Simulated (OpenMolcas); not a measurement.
**Energy and gradient calculation of SiF₃**

The run: energy and gradient calculation of SiF₃, multiplicity 2, SMILES F[Si](F)F. Method and program: HF/3-21G, UHF (OpenMolcas 26.06).

The geometry comes from this level: GFN2-xTB.

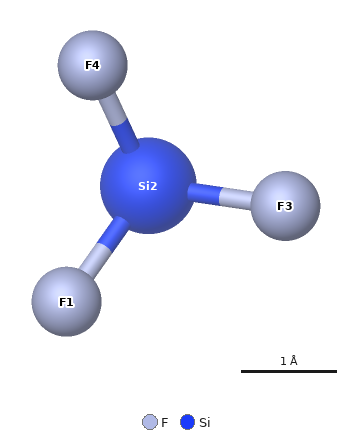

The structure (ball-and-stick view, seen on its broad side; atoms are numbered from 1 in the order of the input).

Key numbers

```json
{"quantity": "outcome", "value": "converged"}
{"quantity": "total energy", "value": "−584.240935 hartree"}
{"quantity": "basis functions", "value": "40"}
{"quantity": "largest force", "value": "1.020 eV/Å"}
{"quantity": "⟨S²⟩", "value": "0.753"}
{"quantity": "dipole moment", "value": "3.14 debye"}
{"quantity": "hardware", "value": "1 thread of Intel Xeon (Granite Rapids), 64 GiB of memory available, shared host"}
{"quantity": "wall time", "value": "1.5 s"}
{"quantity": "peak memory", "value": "0.37 GiB"}
```

Input file
```
&GATEWAY
  BasLib
  $CurrDir
  Coord
  4
  angstrom
  F        0.787890      -0.508980       1.119030
  Si      -0.325240       0.244050       0.268860
  F       -0.962750      -0.889100      -0.646850
  F        0.500100       1.154030      -0.741040
  Basis
  3-21G
  Group
  NoSym

&SEWARD

&SCF
  UHF
  Spin
  2
  Thresholds
  1e-10 1e-07 1e-07 1e-05
  PrOrbitals
  1 1

&ALASKA
```

Launched with:
```bash
export MOLCAS_MEM=1860
pymolcas mol.input > mol.log
```

What the program printed
```
--- Start Module: gateway ---

                                              &GATEWAY

                       available to each process: 1.9 GB of memory, 1 thread

 Basis Set     1 Label: F.3-21G
 Basis set is read from library:.
 basistype.tbl is not found

 Basis Set     2 Label: SI.3-21G
 Basis set is read from library:.
 basistype.tbl is not found

 Basis Set     3 Label: F.3-21G
 Basis set is read from library:.
 basistype.tbl is not found

++    Symmetry information:
      ---------------------

                    Character Table for C1

                             E
                    a        1  x, y, xy, Rz, z, xz, Ry, yz, Rx, I
--

++    Basis set information:
      ----------------------

      Basis set label: F.3-21G.........

      Electronic valence basis set:
      ------------------
      Associated Effective Charge   9.000000 au
      Associated Actual Charge      9.000000 au
      Nuclear Model: Point charge

      Shell  nPrim  nBasis  Cartesian Spherical Contaminant
         s       6       3        X
         p       3       2        X

      Basis set label: SI.3-21G.........

      Electronic valence basis set:
      ------------------
      Associated Effective Charge  14.000000 au
      Associated Actual Charge     14.000000 au
      Nuclear Model: Point charge

      Shell  nPrim  nBasis  Cartesian Spherical Contaminant
         s       9       4        X
         p       6       3        X

      Basis set label: F.3-21G.........

      Electronic valence basis set:
      ------------------
      Associated Effective Charge   9.000000 au
      Associated Actual Charge      9.000000 au
      Nuclear Model: Point charge

      Shell  nPrim  nBasis  Cartesian Spherical Contaminant
         s       6       3        X
         p       3       2        X
--

++    Molecular structure info:
      -------------------------

                    ************************************************
                    **** Cartesian Coordinates / bohr, angstrom ****
                    ************************************************

     Center  Label                x              y              z                     x              y              z
        1      F1               1.488896      -0.961833       2.114660              0.787890      -0.508980       1.119030
        2      SI2             -0.614615       0.461188       0.508072             -0.325240       0.244050       0.268860
        3      F3              -1.819334      -1.680155      -1.222369             -0.962750      -0.889100      -0.646850
        4      F4               0.945052       2.180801      -1.400363              0.500100       1.154030      -0.741040

                    ***************************************
                    *    InterNuclear Distances / bohr    *
                    ***************************************

               1 F1            2 SI2           3 F3            4 F4
    1 F1       0.000000
    2 SI2      3.005141        0.000000
    3 F3       4.753540        3.005183        0.000000
    4 F4       4.746293        3.005287        4.751894        0.000000

                    *******************************************
                    *    InterNuclear Distances / angstrom    *
                    *******************************************

               1 F1            2 SI2           3 F3            4 F4
    1 F1       0.000000
    2 SI2      1.590252        0.000000
    3 F3       2.515465        1.590274        0.000000
    4 F4       2.511630        1.590329        2.514594        0.000000
--

            Nuclear Potential Energy            176.93354289 au

--- Stop Module: gateway /rc=_RC_ALL_IS_WELL_ ---

--- Start Module: seward ---

                                              &SEWARD

                       available to each process: 1.9 GB of memory, 1 thread

               SEWARD will generate:
                  Multipole Moment integrals up to order  2
                  Kinetic Energy integrals
                  Nuclear Attraction integrals (point charge)
                  One-Electron Hamiltonian integrals
                  Velocity integrals
                  Orbital angular momentum around ( -0.0649   0.0487   0.0537 )
                  Velocity quadrupole around ( -0.0649   0.0487   0.0537 )
                  Two-Electron Repulsion integrals

                   Integrals are discarded if absolute value <: 1.00E-14
                   Integral cutoff threshold is set to       <: 1.00E-16

            Nuclear Potential Energy            176.93354289 au

      Basis set specifications :
      Symmetry species         a
      Basis functions           40

--- Stop Module: seward /rc=_RC_ALL_IS_WELL_ ---

--- Start Module: scf ---

                                                &SCF

                       available to each process: 1.9 GB of memory, 1 thread

++    Input section:
      --------------

      Header of the integral files:

      Cartesian coordinates in angstrom:
      -----------------------------------------------------
      No.  Label        X            Y            Z
      -----------------------------------------------------
       1   F1         0.78789000  -0.50898000   1.11903000
       2   SI2       -0.32524000   0.24405000   0.26886000
       3   F3        -0.96275000  -0.88910000  -0.64685000
       4   F4         0.50010000   1.15403000  -0.74104000
      -----------------------------------------------------
      Nuclear repulsion energy =  176.93354289
--

++    Orbital specifications:
      -----------------------

      Symmetry species               1
                                     a
      Frozen orbitals                0
      Occupied orbitals alpha       21
      Occupied orbitals beta        20
      Secondary orbitals alpha      19
      Secondary orbitals beta       20
      Deleted orbitals               0
      Total number of orbitals      40
      Number of basis functions     40
--

      Molecular charge                           0.000

++    Optimization specifications:
      ----------------------------

      SCF Algorithm: Conventional USCF
      D(i)-D(i-1) density differences are used
      Number of density matrices in core                 5
      Maximum number of NDDO SCF iterations            400
      Maximum number of HF SCF iterations              400
      Threshold for SCF energy change             1.00E-10
      Threshold for density matrix                1.00E-07
      Threshold for Fock matrix                   1.00E-07
      Threshold for linear dependence             1.00E-09
      Threshold at which DIIS is turned on        1.50E-01
      Maximum depth in the DIIS procedure                5
      Maximum depth in the BFGS Hessian update          30
      Threshold at which QNR/C2DIIS is turned on  7.50E-02
      Threshold for Norm(delta) (QNR/C2DIIS)      1.00E-05
      All orbitals punched on: UHFORB
--

      Input vectors read from INPORB
      Orbital file label: *Guess orbitals

++ Convergence information
                               UHF SCF        iterations: Energy and convergence statistics

Iter     Tot. SCF        One-elec.       Two-elec.     Energy      Max Dij or  Max Fij      DNorm      TNorm      AccCon     Time
         Energy          Energy          Energy        Change      Delta Norm                                                in Sec.
   1  -583.942579625 -1170.148966898   409.272844388   0.00E+00    2.63E-01*   2.30E-01*    8.36E+00   1.29E+02   None         0.
   2  -584.194496090 -1165.568006610   404.439967635  -2.52E-01*   1.23E-01*   8.85E-02*    1.84E+00   1.28E+02   EDIIS        0.
   3  -584.228429657 -1168.712519986   407.550547443  -3.39E-02*   3.88E-02*   2.83E-02*    4.96E-01   1.28E+02   c2DIIS       0.
   4  -584.240673381 -1167.614070717   406.439854452  -1.22E-02*   2.56E-02*   6.84E-03*    1.47E-01   1.28E+02   QNRc2DIIS    0.
   5  -584.240888390 -1167.627547073   406.453115798  -2.15E-04*   1.85E-02*   2.66E-03*    5.23E-02   1.28E+02   QNRc2DIIS    0.
   6  -584.240932954 -1167.613077899   406.438602059  -4.46E-05*   1.19E-03*   4.01E-04*    3.65E-02   1.28E+02   QNRc2DIIS    0.
   7  -584.240934188 -1167.619012884   406.444535811  -1.23E-06*   2.20E-03*   2.21E-04*    1.83E-03   1.28E+02   QNRc2DIIS    0.
   8  -584.240935010 -1167.621505393   406.447027498  -8.22E-07*   5.50E-04*   3.51E-05*    3.41E-03   1.28E+02   QNRc2DIIS    0.
   9  -584.240935051 -1167.621240067   406.446762131  -4.15E-08*   5.78E-05*   8.30E-06*    8.14E-04   1.28E+02   QNRc2DIIS    0.
  10  -584.240935052 -1167.621239674   406.446761737  -7.25E-10*   1.88E-05*   2.48E-06*    1.01E-04   1.28E+02   QNRc2DIIS    0.
  11  -584.240935052 -1167.621249453   406.446771516  -6.87E-11    2.68E-06    3.83E-07*    3.70E-05   1.28E+02   QNRc2DIIS    0.
  12  -584.240935052 -1167.621250390   406.446772453  -1.82E-12    6.80E-07    1.27E-07*    5.75E-06   1.28E+02   QNRc2DIIS    0.
  13  -584.240935052 -1167.621250511   406.446772574  -4.55E-13    2.42E-07    4.62E-08     1.08E-06   1.28E+02   QNRc2DIIS    0.

       Convergence after  13 Iterations
--

 *****************************************************************************************************************************
 *                                             SCF/KS-DFT Program, Final results                                             *
 *                                                       Final Results                                                       *
 *****************************************************************************************************************************

::    Total SCF energy                               -584.2409350519
      One-electron energy                           -1167.6212505107
      Two-electron energy                             406.4467725737
      Nuclear repulsion energy                        176.9335428851
      Kinetic energy (interpolated)                   582.9585174724
      Virial theorem                                    1.0021998436
      Total spin, S(S+1)                                0.7527532112
      Total spin, S                                     0.5013756594
      Max non-diagonal density matrix element           0.0000000888
      Max non-diagonal Fock matrix element              0.0000000170

      All orbitals with orbital energies smaller than  E(LUMO)+0.5 are printed

++    Molecular orbitals:
      -------------------

      Title: UHF orbitals (alpha)

      Molecular orbitals for symmetry species 1: a

          Orbital            1         2         3         4         5         6         7         8         9        10
          Energy          -68.4706  -26.1653  -26.1644  -26.1643   -6.2646   -4.3645   -4.3570   -4.3570   -1.6258   -1.5901
          Occ. No.          1.0000    1.0000    1.0000    1.0000    1.0000    1.0000    1.0000    1.0000    1.0000    1.0000

          Orbital           11        12        13        14        15        16        17        18        19        20
          Energy           -1.5898   -0.8108   -0.7156   -0.7154   -0.7090   -0.6605   -0.6603   -0.6361   -0.6359   -0.6244
          Occ. No.          1.0000    1.0000    1.0000    1.0000    1.0000    1.0000    1.0000    1.0000    1.0000    1.0000

          Orbital           21        22        23        24        25        26        27        28
          Energy           -0.4302    0.1794    0.1800    0.2713    0.3717    0.5592    0.5598    0.5744
          Occ. No.          1.0000    0.0000    0.0000    0.0000    0.0000    0.0000    0.0000    0.0000

--

      All orbitals with orbital energies smaller than  E(LUMO)+0.5 are printed

++    Molecular orbitals:
      -------------------

      Title: UHF orbitals (beta)

      Molecular orbitals for symmetry species 1: a

          Orbital            1         2         3         4         5         6         7         8         9        10
          Energy          -68.4635  -26.1607  -26.1599  -26.1597   -6.2519   -4.3524   -4.3524   -4.3440   -1.6114   -1.5757
          Occ. No.          1.0000    1.0000    1.0000    1.0000    1.0000    1.0000    1.0000    1.0000    1.0000    1.0000

          Orbital           11        12        13        14        15        16        17        18        19        20
          Energy           -1.5755   -0.7814   -0.6982   -0.6981   -0.6721   -0.6363   -0.6362   -0.6319   -0.6317   -0.6233
          Occ. No.          1.0000    1.0000    1.0000    1.0000    1.0000    1.0000    1.0000    1.0000    1.0000    1.0000

          Orbital           21        22        23        24        25
          Energy           -0.0133    0.2215    0.2221    0.2801    0.4397
          Occ. No.          0.0000    0.0000    0.0000    0.0000    0.0000

--

++    Molecular charges:
      ------------------

      Mulliken charges per centre and basis function type
      ---------------------------------------------------

                            F1                      SI2                     F3                      F4
                     alpha        beta       alpha        beta       alpha        beta       alpha        beta
      1s           1.9847      1.9835      2.7386      2.2864      1.9847      1.9835      1.9847      1.9835
      2px          0.9228      0.8863      1.3341      1.1598      0.9536      0.9519      0.9443      0.9164
      2pz          0.9386      0.9403      1.2862      1.1679      0.9355      0.9120      0.9285      0.9026
      2py          0.9449      0.9282      1.2681      1.1710      0.9173      0.8908      0.9335      0.9358
      Total        4.7910      4.7383      6.6269      5.7852      4.7910      4.7382      4.7910      4.7383
      Total              9.5293                 12.4121                  9.5292                  9.5294

      Charge           -0.5293                  1.5879                 -0.5292                 -0.5294

      Total electronic charge=   41.000000

      Total            charge=   -0.000000
--

++    Molecular orbitals:
      -------------------

      Title: Natural orbitals

      Molecular orbitals for symmetry species 1: a

          Orbital            1         2         3         4         5         6         7         8         9        10
          Energy          -68.4670  -26.1542  -26.0956  -26.0509   -6.1224   -4.2470   -4.3083   -4.3049   -0.6239   -1.2849
          Occ. No.          2.0000    2.0000    2.0000    2.0000    2.0000    2.0000    2.0000    2.0000    2.0000    2.0000

          Orbital           11        12        13        14        15        16        17        18        19        20
          Energy           -1.3182   -0.8834   -0.8764   -1.3065   -1.2847   -0.8292   -0.8286   -0.6982   -0.6986   -0.7607
          Occ. No.          2.0000    2.0000    2.0000    2.0000    2.0000    2.0000    2.0000    1.9996    1.9996    1.9994

          Orbital           21        22        23        24        25        26        27        28        29        30
          Energy           -0.2187    0.6864    0.5401    0.5385    2.3070    2.3070    0.9391    2.4700    2.5528    2.5573
          Occ. No.          1.0000    0.0006    0.0004    0.0004    0.0000    0.0000    0.0000    0.0000    0.0000    0.0000

          Orbital           31        32        33        34        35        36        37        38        39        40
          Energy            2.7678    2.7692    2.2602    0.7160    0.7170    1.8825    3.0333    2.3291    2.3283    1.0849
          Occ. No.          0.0000    0.0000    0.0000    0.0000    0.0000    0.0000    0.0000    0.0000    0.0000    0.0000

--

++    Molecular properties:
      ---------------------

      Charge (e):
                      =   -0.0000
      Dipole Moment (debye):
      Origin of the operator (angstrom)=   -0.0344    0.0258    0.0284
                   X= -2.0945E+00               Y=  1.5677E+00               Z=  1.7290E+00           Total=  3.1359E+00
      Quadrupole Moment (debye*angstrom):
      Origin of the operator (angstrom)=   -0.0344    0.0258    0.0284
                  XX= -2.7080E+01              XY= -2.2784E+00              XZ= -2.5024E+00              YY= -2.8365E+01
                  YZ=  1.8754E+00              ZZ= -2.8009E+01
      In traceless form (debye*angstrom)
                  XX=  1.1070E+00              XY= -3.4176E+00              XZ= -3.7536E+00              YY= -8.2044E-01
                  YZ=  2.8131E+00              ZZ= -2.8653E-01
--

--- Stop Module: scf /rc=_RC_ALL_IS_WELL_ ---

--- Start Module: alaska ---

                                              &ALASKA

                       available to each process: 1.9 GB of memory, 1 thread

                     Threshold for contributions to the gradient: 1.000E-07

                    ********************************************
                    * Symmetry Adapted Cartesian Displacements *
                    ********************************************

           Irreducible representation : a
           Basis function(s) of irrep: x, y, xy, Rz, z, xz, Ry, yz, Rx, I

 Basis Label        Type   Center Phase
   1   F1           x         1     1
   2   F1           y         1     1
   3   F1           z         1     1
   4   SI2          x         2     1
   5   SI2          y         2     1
   6   SI2          z         2     1
   7   F3           x         3     1
   8   F3           y         3     1
   9   F3           z         3     1
  10   F4           x         4     1
  11   F4           y         4     1
  12   F4           z         4     1

                     No automatic utilization of translational and rotational invariance of the energy is employed.

 Conventional ERI gradients!

 **************************************************
 *              Molecular gradients               *
 **************************************************

  Irreducible representation: a
 ------------------------------------------------------------------------------------------
                              X                       Y                       Z
 ------------------------------------------------------------------------------------------
  F1               -1.06573518110213E-02    7.15258442975752E-03   -1.51280321993799E-02
  SI2               4.55178492068065E-03   -3.69079392266336E-03   -3.87629101211751E-03
  F3                1.28259792748278E-02    1.21191474517328E-02    8.79383028224723E-03
  F4               -6.72041238447996E-03   -1.55809379588323E-02    1.02104929292128E-02
 ------------------------------------------------------------------------------------------

--- Stop Module: alaska /rc=_RC_ALL_IS_WELL_ ---

.##################.
.# Happy landing! #.
.##################.

    Timing: Wall=1.31 User=0.98 System=0.32
```
